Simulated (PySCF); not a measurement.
```
atom    x (Å)    y (Å)    z (Å)
   O   1.4400   1.9751  -0.5704
   C   1.9325   0.9903  -0.0772
   O   3.2489   0.8818   0.1717
   C   1.2062  -0.1981   0.3070
   C   1.1680  -1.4914   0.5212
   C  -0.1465  -0.7819   0.6165
   C  -1.1929  -0.9302  -0.4668
  Si  -2.2164   0.6614  -0.6841
   F  -3.0762   0.8200   0.6746
   H   3.7039   1.6958  -0.0968
   H   1.6702  -2.4283   0.5187
   H  -0.5606  -0.5898   1.6023
   H  -1.8541  -1.7628  -0.2122
   H  -0.7007  -1.1903  -1.4049
   H  -1.4052   1.8576  -0.7752
   H  -3.2247   0.4998  -1.7233
```

Geometry: GFN2-xTB.

Theory: wB97X-D/def2-SVPD, SCF density, gas phase in PySCF.

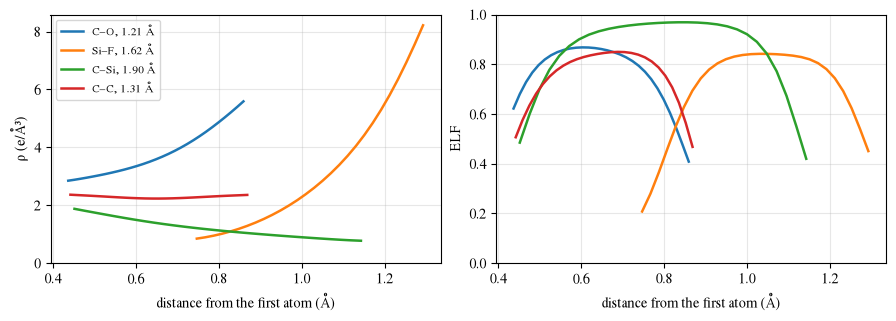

C5H7FO2Si. Electron density and ELF along straight lines between neighbouring atoms. The curves leave out the atomic cores.

Q: Compare the contacts.

A: C–O (1.21 Å): the density is about 3.4 e/Å³ at the midpoint; the ELF peaks at about 0.85 between the atoms (a multiple bond).
Si–F (1.62 Å): ρ at the midpoint is about 1 e/Å³; the ELF peaks at about 0.85 in the valence shell of F, 0.6 Å from its nucleus, and is about 0.45 at the midpoint.
C–Si (1.90 Å): ρ is about 0.94 e/Å³ halfway; the ELF peaks at about 0.95 between the atoms: a covalent bond.
C–C (1.31 Å): the density is about 2.2 e/Å³ at the midpoint; the ELF peaks at about 0.85 between the atoms; a short, multiple covalent bond.
